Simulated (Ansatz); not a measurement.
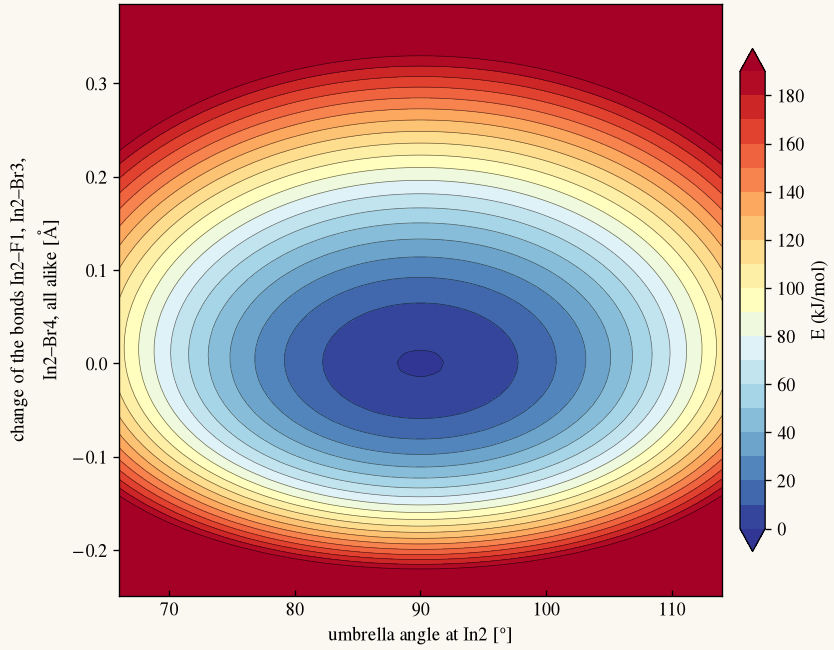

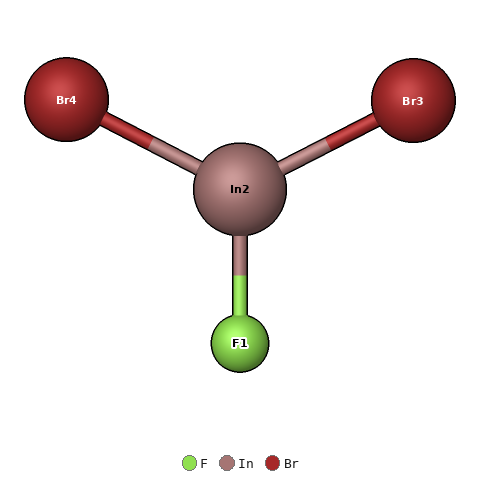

Energy landscape of Br₂FIn, SMILES [F][In]([Br])[Br]. Coordinates scanned: (1) umbrella angle at In2 (between each of its bonds and their common axis; 90 is planar); (2) change of the bonds In2–F1, In2–Br3, In2–Br4, all alike. Nothing is relaxed (all other coordinates rigid). Grid: 13 × 13 points; 91 points were computed and 78 follow by symmetry. Points are written as (first, second). All energies are given in kJ/mol relative to the lowest grid point. These are results of Ansatz 0.2.0, RHF/def2-TZVP, not measurements.

The picture shows filled contours, one colour for all values above the top of the scale. Between grid points the surface is interpolated. The second picture is the structure at the lowest point.

**Describe this landscape.**

The lowest grid point is at (90°, 0.015 Å). It is the only kind of minimum in the scanned range. The highest grid point, (66°, −0.249 Å), lies 393 kJ/mol above the lowest. Round the minimum the two coordinates are nearly uncoupled.

The input of one point:

```yaml
crystal:
  periodic: [false, false, false]
  atoms:
    - { symbol: F, position_ang: [0.421764, 1.191776, 1.542051] }
    - { symbol: In, position_ang: [0.02972, 0.031734, 0.054933] }
    - { symbol: Br, position_ang: [1.218675, -2.113717, -0.033134] }
    - { symbol: Br, position_ang: [-1.614288, 0.83071, -1.583119] }
basis:
  gaussian: { orbitals: def2-TZVP }
hamiltonian:
  xc: hf
output:
  forces: true
```

Each point was launched as `ansatz run input.yaml --threads 1 --pin off --max-ram 2560MiB --backend cpu --events-out ev --progress --plain --runs-dir out`. Time for the 91 points that were run: 15 min on 1 thread of Arm Neoverse V2, on a shared host.
